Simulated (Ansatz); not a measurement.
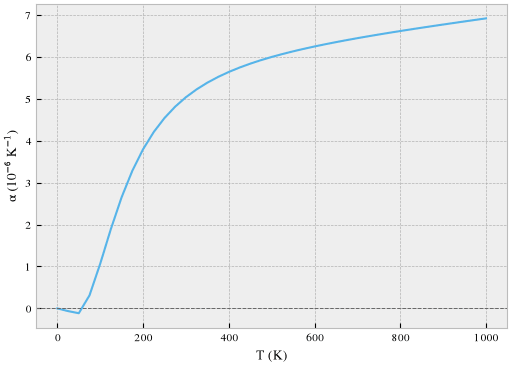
Linear thermal expansion of GaP (zinc blende, F-43m) from the quasi-harmonic free energy, LDA in Ansatz (a first-principles code)

Dynamical quadrupoles are not included in the interpolation of the phonons between the solved wave vectors.

### Question
Read off α at 700 K, and say whether it is negative anywhere.

### Answer
About 6.4 × 10⁻⁶ K⁻¹. It is negative at low temperature and turns positive near 57 K; the lowest value on the 25 K grid is -0.12 × 10⁻⁶ K⁻¹.

The PAW data sets were generated under PBE and serve the other functionals too.
